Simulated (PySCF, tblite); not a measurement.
# C7H12BN: geometry, infrared bands, NMR shifts, electronic excitations and core binding energies, part 2 of 2

tblite 0.8.0 and PySCF 2.14.0. Atoms count from 0. Earlier steps stand in the parts before.

## Step 6: TDDFT and polarisability: PBE0/def2-SVPD

Job settings and geometry (Å):

```
{"job": {"kind": "uv", "xc": "PBE0", "basis": "def2-SVPD", "ip": true}, "charge": 0, "multiplicity": 1}
B      1.818346     2.178161     0.643176
C      1.729863     0.813158     0.008746
C      2.793679     0.044872    -0.501261
C      2.285083    -1.159052    -0.999524
C      0.908093    -1.116571    -0.790702
N      0.581021     0.047859    -0.195296
C     -0.776752     0.441850     0.168307
C     -1.367152    -0.514631     1.195275
C     -1.650447     0.593346    -1.069554
H      0.853032     2.778495     1.060937
H      2.908217     2.693674     0.738599
H      3.833813     0.366562    -0.491953
H      2.833010    -1.978829    -1.460728
H      0.149899    -1.858739    -1.037647
H     -0.665003     1.428533     0.637582
H     -2.351417    -0.154265     1.529053
H     -0.711828    -0.595635     2.074624
H     -1.505264    -1.523358     0.775302
H     -1.190528     1.287184    -1.788016
H     -1.803899    -0.373021    -1.575079
H     -2.639614     0.986953    -0.792442
```

Level: TDDFT PBE0/def2-SVPD, vertical, gas phase, core orbitals frozen in the response.

Log:

```text
coarse grid: 17192 points
cycle   1  E = -352.7880446618  dE =  1.102e+00  |g| = 4.413e-01  |ddm| = 1.020e+01
cycle   2  E = -352.7596109702  dE =  2.843e-02  |g| = 5.773e-01  |ddm| = 2.671e+00
cycle   3  E = -352.8406828858  dE = -8.107e-02  |g| = 1.280e-01  |ddm| = 1.295e+00
cycle   4  E = -352.8444854764  dE = -3.803e-03  |g| = 3.679e-02  |ddm| = 2.906e-01
cycle   5  E = -352.8447964269  dE = -3.110e-04  |g| = 1.193e-02  |ddm| = 9.815e-02
cycle   6  E = -352.8448291734  dE = -3.275e-05  |g| = 3.606e-03  |ddm| = 2.800e-02
cycle   7  E = -352.8448322469  dE = -3.073e-06  |g| = 1.127e-03  |ddm| = 9.920e-03
final grid: 165120 points
cycle   8  E = -352.8956996725  dE = -5.740e-05  |g| = 8.729e-03  |ddm| = 2.660e-01
cycle   9  E = -352.8956882928  dE =  1.138e-05  |g| = 1.080e-02  |ddm| = 5.312e-02
cycle  10  E = -352.8957204241  dE = -3.213e-05  |g| = 1.673e-03  |ddm| = 2.647e-02
cycle  11  E = -352.8957212115  dE = -7.875e-07  |g| = 3.801e-04  |ddm| = 4.436e-03
cycle  12  E = -352.8957212459  dE = -3.439e-08  |g| = 1.181e-04  |ddm| = 1.077e-03
cycle  13  E = -352.8957212493  dE = -3.385e-09  |g| = 4.088e-05  |ddm| = 3.624e-04
cycle  14  E = -352.8957212497  dE = -4.027e-10  |g| = 9.718e-06  |ddm| = 1.138e-04
converged SCF energy = -352.8957212497

Static polarisability (au): isotropic 108.201, principal 78.266 118.748 127.589

Singlet excitations
state   eV       nm        f      main configurations
  1   4.6941    264.1   0.18986   H->L 0.52, H-1->L 0.45
  2   4.8335    256.5   0.17031   H-1->L 0.53, H->L 0.45
  3   5.7115    217.1   0.00002   H-2->L 0.98
  4   6.2758    197.6   0.00039   H->L+1 0.96
  5   6.4028    193.6   0.00514   H-3->L 0.95
  6   6.7244    184.4   0.00213   H-1->L+1 0.94
  7   6.8979    179.7   0.02213   H->L+2 0.87
  8   6.9845    177.5   0.05371   H->L+3 0.67, H-1->L+3 0.12
  9   7.0713    175.3   0.00001   H->L+4 0.91
 10   7.1775    172.7   0.00068   H-4->L 0.94

Triplet excitations (Tamm-Dancoff, eV): 3.0714 3.8274 5.1536 5.4931
Vertical ionisation energy (delta-SCF) = 8.4406 eV
Vertical electron affinity (delta-SCF) = -0.1255 eV
```

Run time: 9.1 min. Hardware: 1 thread of Arm Neoverse N1, shared host; peak memory 1.2 GiB.

The orbitals next to the gap, with their largest atomic shares:

```csv
orbital,eV,atoms
HOMO−3,-9.60,"B0 35 %, C1 22 %, H10 16 %"
HOMO−2,-8.83,"B0 38 %, H9 22 %, H10 17 %"
HOMO−1,-7.13,"N5 26 %, C2 25 %, C3 24 %"
HOMO,-6.67,"C1 29 %, C4 23 %, C3 13 %"
LUMO,-1.45,"B0 37 %, C2 11 %, C1 11 %"
LUMO+1,0.53,"C7 15 %, C8 14 %, B0 12 %"
LUMO+2,1.19,"B0 33 %, H13 12 %, H19 7 %"
```

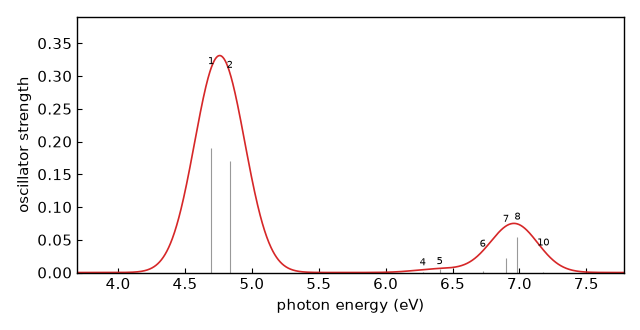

Absorption spectrum from the 10 singlet states computed; above the last one it falls off for lack of states. Lines are broadened to a width of 0.40 eV (Gaussian).

Ground-state properties from the same run:

```csv
property,computed
dipole moment (D),2.83
polarisability (Å³),16.03
HOMO–LUMO gap (eV),5.22
−ε(HOMO) (eV),6.67
```

## Step 7: Shielding tensors: CAM-B3LYP/pcSseg-1

Same as in step 6 but for these lines:

```diff
@@ -1,2 +1,2 @@
-{"job": {"kind": "uv", "xc": "PBE0", "basis": "def2-SVPD", "ip": true}, "charge": 0, "multiplicity": 1}
+{"job": {"kind": "nmr", "xc": "CAM-B3LYP", "basis": "pcSseg-1", "pop": false}, "charge": 0, "multiplicity": 1}
 B      1.818346     2.178161     0.643176
```

Method: GIAO CAM-B3LYP/pcSseg-1 NMR shielding, non-relativistic, gas phase.

Log:

```text
coarse grid: 17192 points
cycle   1  E = -353.1964757388  dE =  1.481e+00  |g| = 3.906e-01  |ddm| = 3.976e+00
cycle   2  E = -353.2080991726  dE = -1.162e-02  |g| = 3.839e-01  |ddm| = 7.373e-01
cycle   3  E = -353.2405867718  dE = -3.249e-02  |g| = 8.386e-02  |ddm| = 3.370e-01
cycle   4  E = -353.2419145027  dE = -1.328e-03  |g| = 3.892e-02  |ddm| = 9.445e-02
cycle   5  E = -353.2422527969  dE = -3.383e-04  |g| = 7.093e-03  |ddm| = 3.593e-02
cycle   6  E = -353.2422638943  dE = -1.110e-05  |g| = 2.398e-03  |ddm| = 7.058e-03
cycle   7  E = -353.2422654154  dE = -1.521e-06  |g| = 8.165e-04  |ddm| = 2.747e-03
final grid: 165120 points
cycle   8  E = -353.3154056506  dE = -3.981e-05  |g| = 4.569e-03  |ddm| = 2.468e-02
cycle   9  E = -353.3154065270  dE = -8.764e-07  |g| = 4.359e-03  |ddm| = 7.982e-03
cycle  10  E = -353.3154112671  dE = -4.740e-06  |g| = 4.862e-04  |ddm| = 3.775e-03
cycle  11  E = -353.3154113127  dE = -4.558e-08  |g| = 3.140e-04  |ddm| = 6.326e-04
cycle  12  E = -353.3154113348  dE = -2.211e-08  |g| = 5.337e-05  |ddm| = 2.543e-04
cycle  13  E = -353.3154113358  dE = -1.010e-09  |g| = 2.951e-05  |ddm| = 8.846e-05
cycle  14  E = -353.3154113361  dE = -3.264e-10  |g| = 1.092e-05  |ddm| = 4.113e-05
converged SCF energy = -353.3154113361

GIAO shielding tensors (ppm)
atom      isotropic    diamagn.    paramagn.     s11        s22        s33       span
  0 B       44.062     193.892    -149.830     -0.161      2.025    130.321    130.482
  1 C       31.555     247.995    -216.440    -58.434     21.949    131.150    189.585
  2 C       36.989     258.492    -221.503    -52.531     18.117    145.381    197.912
  3 C       63.581     258.009    -194.428    -21.916     53.628    159.030    180.946
  4 C       45.690     253.915    -208.224    -38.091     36.927    138.236    176.327
  5 N       41.615     332.954    -291.339    -51.401      9.461    166.786    218.187
  6 C      134.517     243.409    -108.892    110.207    132.575    160.768     50.560
  7 C      156.709     247.149     -90.440    140.422    147.983    181.722     41.301
  8 C      156.445     246.694     -90.249    140.186    147.347    181.804     41.618
  9 H       24.932      30.924      -5.992     19.981     25.254     29.560      9.579
 10 H       25.166      28.966      -3.800     22.214     25.578     27.707      5.493
 11 H       24.082      31.179      -7.097     21.861     24.672     25.714      3.853
 12 H       24.795      31.103      -6.308     22.253     25.525     26.606      4.353
 13 H       24.164      33.073      -8.909     20.417     23.117     28.958      8.541
 14 H       26.395      33.706      -7.311     21.243     25.830     32.113     10.870
 15 H       30.054      29.760       0.293     26.174     27.127     36.859     10.686
 16 H       29.919      30.750      -0.830     25.949     28.092     35.717      9.768
 17 H       29.897      31.412      -1.515     25.871     29.296     34.523      8.652
 18 H       29.931      30.217      -0.286     25.924     28.203     35.665      9.741
 19 H       29.924      31.028      -1.104     25.933     29.304     34.534      8.601
 20 H       30.060      29.435       0.625     26.212     27.075     36.895     10.683
```

It took 95 s on 1 thread of Arm Neoverse N1, shared host; peak memory 1.1 GiB.

In short: δ C1 150.9, C2 145.5, C4 136.8, C3 118.9, H11 7.25, H13 7.16 ppm.

## Step 8: Core-electron binding energies: SCAN, X2C

Same as in step 7 but for these lines:

```diff
@@ -1,2 +1,2 @@
-{"job": {"kind": "nmr", "xc": "CAM-B3LYP", "basis": "pcSseg-1", "pop": false}, "charge": 0, "multiplicity": 1}
+{"job": {"kind": "xps"}, "charge": 0, "multiplicity": 1}
 B      1.818346     2.178161     0.643176
```

Level: delta-SCF UKS SCAN, pcX-2 on the ionised atom, pcseg-1 elsewhere, spin-free X2C.

Log:

```text
ground state, core basis on atom 0 (B), 217 functions
  cycle   1  E = -353.35768740  |g| = 5.67e-01
  cycle   2  E = -353.27262806  |g| = 7.94e-01
  cycle   3  E = -353.43919541  |g| = 2.23e-01
  cycle   4  E = -353.45194348  |g| = 5.18e-02
  cycle   5  E = -353.45260786  |g| = 1.93e-02
  cycle   6  E = -353.45270171  |g| = 5.94e-03
  cycle   7  E = -353.45270843  |g| = 3.04e-03
  cycle   8  E = -353.45270973  |g| = 1.12e-03
  cycle   9  E = -353.45271141  |g| = 4.41e-04
  E(ground) = -353.47459616 Eh
hole in B 1s of atom 0
  cycle   1  E = -345.86947438  |g| = 1.16e+00
  cycle   2  E = -344.29631068  |g| = 1.87e+00
  cycle   3  E = -345.98024069  |g| = 6.86e-01
  cycle   4  E = -346.19043059  |g| = 4.27e-01
  cycle   5  E = -346.30040511  |g| = 1.45e-01
  cycle   6  E = -346.31150030  |g| = 5.88e-02
  cycle   7  E = -346.31436728  |g| = 4.27e-02
  cycle   8  E = -346.31590254  |g| = 2.24e-02
  cycle   9  E = -346.31710413  |g| = 1.80e-02
  cycle  10  E = -346.31778457  |g| = 1.66e-02
  cycle  11  E = -346.31803923  |g| = 5.18e-03
  cycle  12  E = -346.31806111  |g| = 3.14e-03
  cycle  13  E = -346.31807902  |g| = 2.39e-03
  cycle  14  E = -346.31809181  |g| = 1.81e-03
  cycle  15  E = -346.31810481  |g| = 1.72e-03
  cycle  16  E = -346.31811607  |g| = 1.28e-03
  cycle  17  E = -346.31812412  |g| = 7.97e-04
  cycle  18  E = -346.31812619  |g| = 6.21e-04
  cycle  19  E = -346.31812710  |g| = 2.92e-04
  E(ion) = -346.33937180 Eh   <S^2> = 1.1625   hole on atom = 1.000   binding energy = 194.159 eV
ground state, core basis on atom 1 (C), 217 functions
  cycle   1  E = -353.46250807  |g| = 5.83e-02
  cycle   2  E = -353.46224977  |g| = 3.36e-02
  cycle   3  E = -353.46197729  |g| = 4.42e-02
  cycle   4  E = -353.46258083  |g| = 8.37e-03
  cycle   5  E = -353.46259977  |g| = 9.74e-04
  cycle   6  E = -353.46259791  |g| = 3.66e-04
  E(ground) = -353.48375111 Eh
hole in C 1s of atom 1
  cycle   1  E = -342.21300785  |g| = 1.52e+00
  cycle   2  E = -340.94441849  |g| = 2.19e+00
  cycle   3  E = -342.64873977  |g| = 5.53e-01
  cycle   4  E = -342.68843316  |g| = 4.52e-01
  cycle   5  E = -342.80117833  |g| = 8.94e-02
  cycle   6  E = -342.80439096  |g| = 2.23e-02
  cycle   7  E = -342.80460109  |g| = 1.25e-02
  cycle   8  E = -342.80466945  |g| = 8.44e-03
  cycle   9  E = -342.80471492  |g| = 3.16e-03
  cycle  10  E = -342.80473946  |g| = 2.36e-03
  cycle  11  E = -342.80476074  |g| = 2.00e-03
  cycle  12  E = -342.80478702  |g| = 1.72e-03
  cycle  13  E = -342.80481404  |g| = 1.22e-03
  cycle  14  E = -342.80482693  |g| = 6.70e-04
  cycle  15  E = -342.80482774  |g| = 2.70e-04
  E(ion) = -342.82419685 Eh   <S^2> = 0.7871   hole on atom = 1.000   binding energy = 290.061 eV
ground state, core basis on atom 2 (C), 217 functions
  cycle   1  E = -353.46269347  |g| = 6.07e-02
  cycle   2  E = -353.46236158  |g| = 4.37e-02
  cycle   3  E = -353.46242981  |g| = 3.95e-02
  cycle   4  E = -353.46280554  |g| = 1.34e-02
  cycle   5  E = -353.46285209  |g| = 8.19e-04
  cycle   6  E = -353.46285341  |g| = 4.23e-04
  E(ground) = -353.48372670 Eh
hole in C 1s of atom 2
  cycle   1  E = -342.21967012  |g| = 1.52e+00
  cycle   2  E = -341.15964035  |g| = 2.05e+00
  cycle   3  E = -342.64745390  |g| = 5.74e-01
  cycle   4  E = -342.68350147  |g| = 5.01e-01
  cycle   5  E = -342.80965526  |g| = 1.00e-01
  cycle   6  E = -342.81286971  |g| = 5.49e-02
  cycle   7  E = -342.81429510  |g| = 2.18e-02
  cycle   8  E = -342.81451807  |g| = 1.18e-02
  cycle   9  E = -342.81460723  |g| = 3.90e-03
  cycle  10  E = -342.81462778  |g| = 2.47e-03
  cycle  11  E = -342.81464105  |g| = 1.40e-03
  cycle  12  E = -342.81464677  |g| = 8.18e-04
  cycle  13  E = -342.81464925  |g| = 4.93e-04
  E(ion) = -342.83462935 Eh   <S^2> = 0.7835   hole on atom = 1.000   binding energy = 289.777 eV
ground state, core basis on atom 3 (C), 217 functions
  cycle   1  E = -353.46306461  |g| = 6.04e-02
  cycle   2  E = -353.46278337  |g| = 4.10e-02
  cycle   3  E = -353.46293221  |g| = 3.27e-02
  cycle   4  E = -353.46319961  |g| = 7.63e-03
  cycle   5  E = -353.46321531  |g| = 9.76e-04
  cycle   6  E = -353.46321652  |g| = 3.20e-04
  E(ground) = -353.48411048 Eh
hole in C 1s of atom 3
  cycle   1  E = -342.22304155  |g| = 1.52e+00
  cycle   2  E = -341.18039984  |g| = 2.03e+00
  cycle   3  E = -342.60086417  |g| = 6.32e-01
  cycle   4  E = -342.67513146  |g| = 5.11e-01
  cycle   5  E = -342.80991418  |g| = 8.45e-02
  cycle   6  E = -342.81236168  |g| = 3.54e-02
  cycle   7  E = -342.81294183  |g| = 1.21e-02
  cycle   8  E = -342.81301962  |g| = 6.48e-03
  cycle   9  E = -342.81305224  |g| = 2.73e-03
  cycle  10  E = -342.81306756  |g| = 1.85e-03
  cycle  11  E = -342.81307501  |g| = 1.36e-03
  cycle  12  E = -342.81307750  |g| = 8.39e-04
  cycle  13  E = -342.81307981  |g| = 3.84e-04
  E(ion) = -342.83307513 Eh   <S^2> = 0.7784   hole on atom = 1.000   binding energy = 289.829 eV
ground state, core basis on atom 4 (C), 217 functions
  cycle   1  E = -353.46311691  |g| = 5.96e-02
  cycle   2  E = -353.46291655  |g| = 3.63e-02
  cycle   3  E = -353.46300904  |g| = 3.05e-02
  cycle   4  E = -353.46324039  |g| = 4.64e-03
  cycle   5  E = -353.46324525  |g| = 8.80e-04
  cycle   6  E = -353.46324593  |g| = 2.12e-04
  E(ground) = -353.48404527 Eh
hole in C 1s of atom 4
  cycle   1  E = -342.18107465  |g| = 1.52e+00
  cycle   2  E = -340.84979691  |g| = 2.21e+00
  cycle   3  E = -342.57672924  |g| = 6.15e-01
  cycle   4  E = -342.64258581  |g| = 4.98e-01
  cycle   5  E = -342.77375608  |g| = 1.09e-01
  cycle   6  E = -342.77543804  |g| = 8.03e-02
  cycle   7  E = -342.77873047  |g| = 1.97e-02
  cycle   8  E = -342.77895596  |g| = 6.98e-03
  cycle   9  E = -342.77900597  |g| = 3.87e-03
  cycle  10  E = -342.77904546  |g| = 3.21e-03
  cycle  11  E = -342.77907730  |g| = 2.46e-03
  cycle  12  E = -342.77911277  |g| = 1.75e-03
  cycle  13  E = -342.77913233  |g| = 9.56e-04
  cycle  14  E = -342.77913877  |g| = 3.97e-04
  E(ion) = -342.79855250 Eh   <S^2> = 0.7951   hole on atom = 1.000   binding energy = 290.767 eV
ground state, core basis on atom 5 (N), 217 functions
  cycle   1  E = -353.47369327  |g| = 7.50e-02
  cycle   2  E = -353.47343702  |g| = 3.73e-02
  cycle   3  E = -353.47317570  |g| = 4.71e-02
  cycle   4  E = -353.47378578  |g| = 1.08e-02
  cycle   5  E = -353.47381840  |g| = 8.27e-04
  cycle   6  E = -353.47381669  |g| = 4.31e-04
  E(ground) = -353.49242908 Eh
hole in N 1s of atom 5
  cycle   1  E = -337.83186321  |g| = 1.89e+00
  cycle   2  E = -336.28006015  |g| = 2.59e+00
  cycle   3  E = -338.31976684  |g| = 6.92e-01
  cycle   4  E = -338.37021305  |g| = 5.70e-01
  cycle   5  E = -338.55689771  |g| = 1.12e-01
  cycle   6  E = -338.56274055  |g| = 3.39e-02
  cycle   7  E = -338.56325983  |g| = 1.39e-02
  cycle   8  E = -338.56331957  |g| = 8.70e-03
  cycle   9  E = -338.56336517  |g| = 3.12e-03
  cycle  10  E = -338.56337296  |g| = 1.41e-03
  cycle  11  E = -338.56337603  |g| = 8.39e-04
  cycle  12  E = -338.56337752  |g| = 6.59e-04
  cycle  13  E = -338.56337897  |g| = 5.31e-04
  cycle  14  E = -338.56338254  |g| = 4.34e-04
  E(ion) = -338.58001845 Eh   <S^2> = 0.7700   hole on atom = 1.000   binding energy = 405.787 eV
ground state, core basis on atom 6 (C), 217 functions
  cycle   1  E = -353.46264393  |g| = 5.69e-02
  cycle   2  E = -353.46264924  |g| = 1.06e-02
  cycle   3  E = -353.46262544  |g| = 1.38e-02
  cycle   4  E = -353.46267310  |g| = 4.01e-03
  cycle   5  E = -353.46267690  |g| = 5.62e-04
  cycle   6  E = -353.46267658  |g| = 1.01e-04
  E(ground) = -353.48254715 Eh
hole in C 1s of atom 6
  cycle   1  E = -342.16417485  |g| = 1.52e+00
  cycle   2  E = -339.05394662  |g| = 2.78e+00
  cycle   3  E = -342.30637317  |g| = 9.29e-01
  cycle   4  E = -342.61190011  |g| = 5.35e-01
  cycle   5  E = -342.71945240  |g| = 1.93e-01
  cycle   6  E = -342.73367999  |g| = 9.39e-02
  cycle   7  E = -342.73833413  |g| = 1.78e-02
  cycle   8  E = -342.73840007  |g| = 1.39e-02
  cycle   9  E = -342.73851077  |g| = 4.56e-03
  cycle  10  E = -342.73852528  |g| = 1.83e-03
  cycle  11  E = -342.73852756  |g| = 1.04e-03
  cycle  12  E = -342.73852794  |g| = 3.12e-04
  E(ion) = -342.75707887 Eh   <S^2> = 0.7701   hole on atom = 1.000   binding energy = 291.855 eV
ground state, core basis on atom 7 (C), 217 functions
  cycle   1  E = -353.46027223  |g| = 5.83e-02
  cycle   2  E = -353.46021345  |g| = 2.45e-02
  cycle   3  E = -353.46023203  |g| = 2.27e-02
  cycle   4  E = -353.46034602  |g| = 7.35e-03
  cycle   5  E = -353.46035725  |g| = 3.85e-04
  E(ground) = -353.48096963 Eh
hole in C 1s of atom 7
  cycle   1  E = -342.21065697  |g| = 1.51e+00
  cycle   2  E = -340.85532614  |g| = 2.11e+00
  cycle   3  E = -342.65243404  |g| = 4.73e-01
  cycle   4  E = -342.70655223  |g| = 3.49e-01
  cycle   5  E = -342.76543192  |g| = 1.28e-01
  cycle   6  E = -342.77194908  |g| = 6.33e-02
  cycle   7  E = -342.77393434  |g| = 1.35e-02
  cycle   8  E = -342.77401259  |g| = 7.17e-03
  cycle   9  E = -342.77403561  |g| = 3.75e-03
  cycle  10  E = -342.77404378  |g| = 2.00e-03
  cycle  11  E = -342.77404641  |g| = 1.23e-03
  cycle  12  E = -342.77404821  |g| = 2.77e-04
  E(ion) = -342.79340816 Eh   <S^2> = 0.7679   hole on atom = 1.000   binding energy = 290.823 eV
```

Run time: 6.2 min. Hardware: 1 thread of Arm Neoverse N1, shared host; peak memory 0.69 GiB.

Binding energies by hole, beside the orbital energy of the ground state; the difference holds orbital relaxation and, for a density functional, its self-interaction error:

```csv
hole,stands for,environment,ΔSCF (eV),−ε (eV),⟨S²⟩
B1s on B0,B0,"boron bonded to C, 2 H",194.16 (doubtful),179.4,1.162
C1s on C1,C1,substituted aromatic carbon next to a ring nitrogen,290.06,273.8,0.787
C1s on C2,C2,aromatic CH,289.78,273.6,0.784
C1s on C3,C3,aromatic CH,289.83,273.5,0.778
C1s on C4,C4,aromatic CH next to a ring nitrogen,290.77,274.6,0.795
N1s on N5,N5,pyrrole-type ring nitrogen,405.79,387.5,0.770
C1s on C6,C6,sp3 CH bonded to N,291.85,275.1,0.770
C1s on C7,"C7, C8",methyl carbon,290.82,273.8,0.768
```

Each hole run stands for the others of its class of like atoms.

Doubtful: the ion did not converge, its hole moved, or its ⟨S²⟩ is well above 0.75.

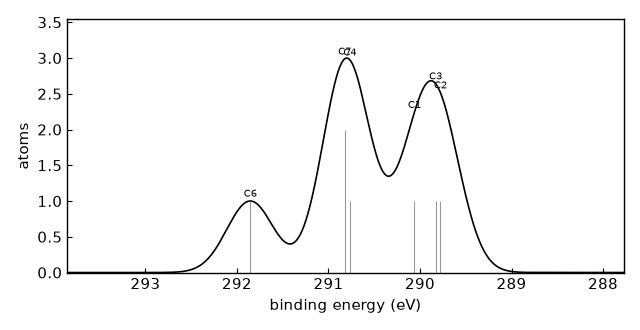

The C1s photoelectron lines, weighted by the number of atoms. Lines are broadened to a width of 0.60 eV (Gaussian).

## Step 9: Run by run: NMR shifts

Shifts (ppm) of some atoms, chosen among heavy atoms and hydrogens apart, with basis size and wall time:

```csv
run,C1,C2,C4,H12,H14,B0,N5,functions,time
PBE0/pcSseg-1,148.0,141.1,132.8,6.59,5.02,51.2,220.7,213,77 s
CAM-B3LYP/pcSseg-1,150.9,145.5,136.8,6.53,4.93,55.3,225.7,213,95 s
```

## Step 10: Summary of results

This closing draws on all 2 parts.

| quantity | value |
| --- | --- |
| strongest single infrared mode (GFN2-xTB) | 2611 cm⁻¹, 189 km/mol |
| zero-point energy (GFN2-xTB) | 109.8 kcal/mol |
| point group | Cs |
| rotational constants (main isotopes) | 2.53, 1.36, 1.10 GHz |
| ¹³C shifts against TMS (PBE0/pcSseg-1, means over atoms taken as alike) | 148.0, 141.1, 132.8, 116.8, 47.9, 25.7 ppm |
| ¹H shifts against TMS (PBE0/pcSseg-1, means over atoms taken as alike) | 7.26, 7.18, 6.59, 6.28, 5.02, 1.36 ppm |
| ¹¹B shifts against BF3·OEt2 (PBE0/pcSseg-1) | 51.2 ppm |
| ¹⁵N shifts against NH3 (PBE0/pcSseg-1) | 220.7 ppm |
| lowest singlet (PBE0/def2-SVPD) | 4.69 eV (264 nm), f = 0.190 |
| lowest triplet | 3.07 eV |
| vertical ionisation energy (ΔSCF) | 8.44 eV |
| vertical electron affinity (ΔSCF) | -0.13 eV (unbound: the value hangs on the basis) |
| C1s binding energies, SCAN/pcX-2 | C6 291.85, C7 290.82, C4 290.77, C1 290.06, C3 289.83, C2 289.78 eV |
| N1s binding energies, SCAN/pcX-2 | N5 405.79 eV |
| range of the shift of N5 | 220.7 to 225.7 ppm |

In words: Over 137 steps the energy fell by 0.743 eV; of the close pairs, C8–H20 changed most, 1.136 to 1.087 Å (GFN2-xTB). No mode is imaginary among the 57: a minimum at this level. The strongest single mode, at 2611 cm⁻¹, moves mainly H9. Unscaled tight-binding wavenumbers are off by several per cent, some by more. Its intensities can rank the bands wrongly. Over 6 steps the energy fell by 0.220 eV; of the close pairs, B0–H10 changed most, 1.154 to 1.209 Å (PBE0/def2-SVP). No frequency check was run at this level, so the end point may be a saddle. At PBE0/pcSseg-1: The widest tensor belongs to N5: span 210 ppm, with a paramagnetic part of -288 ppm. NICS(1)zz of -27 ppm above the planar ring from C1 marks a diatropic (aromatic) ring current. The lowest singlet, at 4.69 eV, is HOMO→LUMO 0.52, HOMO−1→LUMO 0.45 and is bright. The lowest triplet lies 1.62 eV below the lowest singlet (triplets in Tamm-Dancoff, singlets in full TDDFT). The orbital energy would give 6.67 eV for ionisation, ΔSCF gives 8.44 eV. The C1s levels kept as sound span 2.08 eV, from C2 (aromatic CH) up to C6 (sp3 CH bonded to N). Across the 2 runs the shift of N5 moves most, between 220.7 (PBE0/pcSseg-1) and 225.7 ppm (CAM-B3LYP/pcSseg-1). Part of that comes from the computed reference.
